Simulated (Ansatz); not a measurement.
**CH$_{3}$In···H$_{2}$O: density, localisation and related maps**

Input file:

```
crystal:
  periodic: [false, false, false]
  atoms:
    - {symbol: In, position_ang: [0.173050, 1.836273, -0.463052]}
    - {symbol: O, position_ang: [-0.470551, -0.416129, -1.685538]}
    - {symbol: H, position_ang: [-0.266628, -1.093007, -1.032697]}
    - {symbol: C, position_ang: [0.180272, 0.309274, 1.207960]}
    - {symbol: H, position_ang: [-0.167652, -0.742899, -2.536330]}
    - {symbol: H, position_ang: [0.971459, -0.437161, 1.054607]}
    - {symbol: H, position_ang: [0.358628, 0.765190, 2.187191]}
    - {symbol: H, position_ang: [-0.778480, -0.221540, 1.267862]}
basis:
  gaussian: {orbitals: def2-TZVPP}
hamiltonian: {xc: pbe0, dispersion: d4}
output: {orbitals: {seedname: orbitals}}
```

Command:

```sh
ansatz run in.yaml --threads 2 --pin off --events-out ev --progress --plain --max-ram 4352MiB
```

The product side of a reaction path; geometry: PBE0-D4/def2-TZVP; core potentials replace the inner electrons of In.

All numbers below come from Ansatz 0.2.0, RKS PBE0-D4/def2-TZVPP.

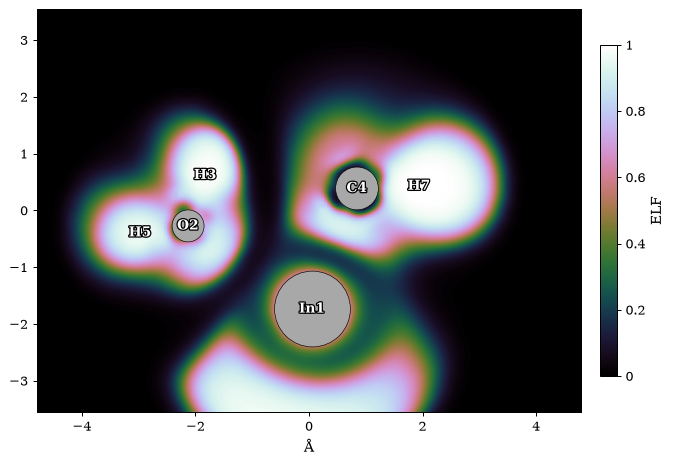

Figure 1. ELF on the plane of atoms In1, C4 and H7. Grey discs cover the atomic cores.

What does the map show?

Answer.
- The section cuts through In, O, H and C sites.
- In1···O2 (2.64 Å): the ELF dips to about 0.05 between them.
- C–In (2.26 Å): the ELF peaks at about 0.90 in the valence shell of C, 0.7 Å from its nucleus, and drops to about 0.20 between the two atoms.
- O–H (0.96 Å): the ELF climbs to about 1 towards the hydrogen, as it does in any bond to H (a covalent bond by its length).
- C–H (1.09 Å): the ELF climbs to about 1 towards the hydrogen: a covalent bond by its length.

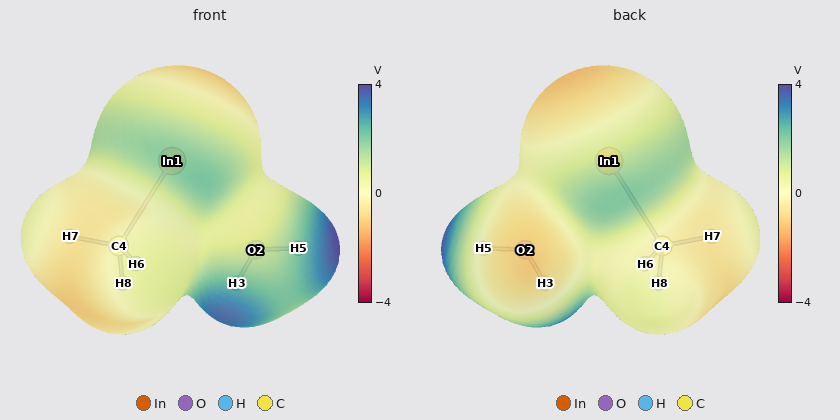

Figure 2. The molecular electrostatic potential painted on the density surface at 0.004 e/bohr³, seen from the front and from behind; the colour scale runs from red (negative) to blue (positive).

Describe the electrostatic potential map.

Answer. The most negative region (about −1.2 V) lies over O2, the most positive (about +3.9 V) over H5. O2 is the likeliest acceptor of a hydrogen bond.

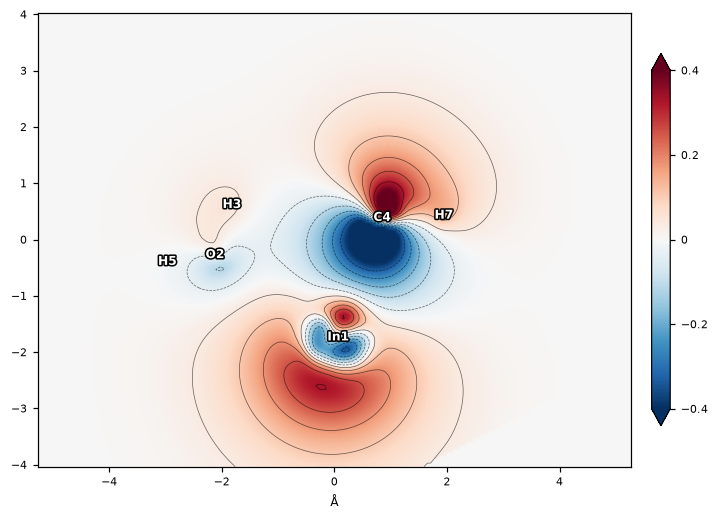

Figure 3. The HOMO on the plane of atoms In1, C4 and H7 (values in Å⁻³ᐟ²; the overall sign is arbitrary).

Where does this orbital lie, and at what energy?

Answer. By Hirshfeld shares it lies mainly on In1 (about 60 %) and C4 (about 30 %). Its energy is −4.98 eV.

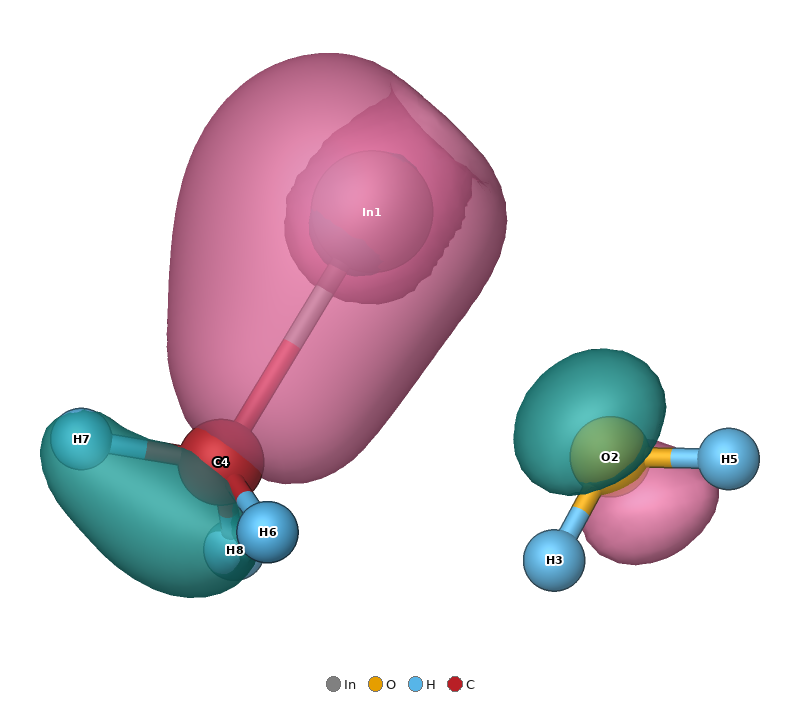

Figure 4. The HOMO−1 at ±0.15 Å⁻³ᐟ² (teal and pink are the two phases), seen at a tilt.

Describe this orbital and give its energy.

Answer. By Hirshfeld shares it lies mainly on In1 (about 55 %), C4 (about 25 %) and O2 (about 15 %). Its energy is −8.65 eV.
